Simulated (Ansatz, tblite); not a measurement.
# Ge(CCH)2H2 (C₄H₄Ge): one state, many levels

How do method and basis change the picture of Ge(CCH)2H2 (C₄H₄Ge) (singlet)?

Method: as each input shows; program: Ansatz 0.2.0, Gaussian basis.

The runs, in order: GFN1-xTB, GFN2-xTB, PBE-D4/def2-TZVP, r2SCAN-D4/def2-TZVP, LC-ωPBE/def2-TZVP, HF/def2-TZVP, B97M-V/def2-TZVP, revPBE-D4/def2-TZVP, r2SCANh-D4/def2-TZVP, PBE-QIDH/def2-TZVP, BLYP-D4/def2-TZVP, PBE-D4/def2-SVP, PBE0-D4/def2-SVP, HF/6-31G, B3LYP-D4/6-31G, CCSD(T)/def2-TZVP, RPA/def2-TZVP.

## (1) The relaxed structure

The singlet was relaxed beforehand with PBE0-D4/def2-SVP.

9 atoms, charge 0, spin multiplicity 1.

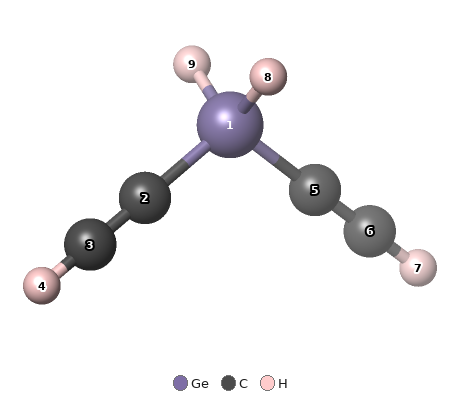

The structure; germanium purple, carbon dark grey, hydrogen pink; atoms are numbered from 1 in the order of the file.

PBE0-D4/def2-TZVP was run before; its log isn't repeated, and its numbers join the tables.

## (2) GFN1-xTB

Tight binding, by tblite at 300 K electronic temperature and without a spin-polarisation term:

```python
tblite.interface.Calculator('GFN1-xTB', numbers, positions, charge=0, uhf=0).singlepoint()
```

Energy -329.9555 eV, HOMO -12.52 eV, LUMO -6.87 eV; 0.01 s.

## (3) GFN2-xTB

Tight binding, by tblite at 300 K electronic temperature and without a spin-polarisation term:

```python
tblite.interface.Calculator('GFN2-xTB', numbers, positions, charge=0, uhf=0).singlepoint()
```

Energy -336.1289 eV, HOMO -11.31 eV, LUMO -5.71 eV; 0.004 s.

## (4) PBE-D4/def2-TZVP

start.molden holds the orbitals of an earlier run on this state, given as this run's starting guess.

The input, in.yaml:

```yaml
crystal:
  periodic: [false, false, false]
  atoms:
    - {symbol: Ge, position_ang: [-0.820512, -0.031052, -0.561041]}
    - {symbol: C, position_ang: [-0.780651, -0.020646, 1.337780]}
    - {symbol: C, position_ang: [-0.758697, -0.017623, 2.553031]}
    - {symbol: H, position_ang: [-0.740126, -0.015047, 3.628613]}
    - {symbol: C, position_ang: [0.963008, 0.025804, -1.211431]}
    - {symbol: C, position_ang: [2.101588, 0.068351, -1.634693]}
    - {symbol: H, position_ang: [3.109539, 0.104854, -2.008766]}
    - {symbol: H, position_ang: [-1.578757, 1.204989, -1.058455]}
    - {symbol: H, position_ang: [-1.495383, -1.319629, -1.045047]}
basis:
  gaussian: {orbitals: def2-TZVP, initial_orbitals: start.molden}
hamiltonian: {xc: pbe, dispersion: d4}
scf: {omitted_lower_state_checks: [starts]}
output: {orbitals: {seedname: orbitals}}
```

Started as:

```sh
ansatz run in.yaml --threads 2 --pin off --events-out ev --progress --plain --max-ram 4352MiB
```

After this run come: r2SCAN-D4/def2-TZVP; LC-ωPBE/def2-TZVP; HF/def2-TZVP; B97M-V/def2-TZVP; revPBE-D4/def2-TZVP; r2SCANh-D4/def2-TZVP; PBE-QIDH/def2-TZVP; BLYP-D4/def2-TZVP; PBE-D4/def2-SVP; PBE0-D4/def2-SVP; HF/6-31G; B3LYP-D4/6-31G; CCSD(T)/def2-TZVP; RPA/def2-TZVP.

**Question.** What will the summary of the whole plan be? Wanted: gap in def2-TZVP, named functionals and Hartree-Fock, smallest and largest; correlation energy, CCSD(T)/def2-TZVP; binding an atom, CCSD(T)/def2-TZVP; PBE0 total energy, smallest basis above largest.

The runs gave:

| quantity | value |
| --- | --- |
| gap in def2-TZVP, named functionals and Hartree-Fock, smallest and largest | 5.75 eV (BLYP-D4), 14.10 eV (HF) |
| correlation energy, CCSD(T)/def2-TZVP | -24.73 eV |
| binding an atom, CCSD(T)/def2-TZVP | 4.139 eV |
| PBE0 total energy, smallest basis above largest | 11.77 eV (def2-SVP, def2-TZVP) |

**Reading.** Over the named functionals and Hartree-Fock in def2-TZVP the gap runs from 5.75 eV (BLYP-D4) to 14.10 eV (HF); exact exchange widens it. A small miss in a minimal or small basis is a cancelling of errors, not accuracy. The functionals in def2-TZVP miss CCSD(T)/def2-TZVP by +0.083 (r2SCANh-D4) to +0.232 eV (PBE-D4) an atom. CCSD(T)/def2-TZVP isn't at the basis-set limit; small misses against it rank nothing.
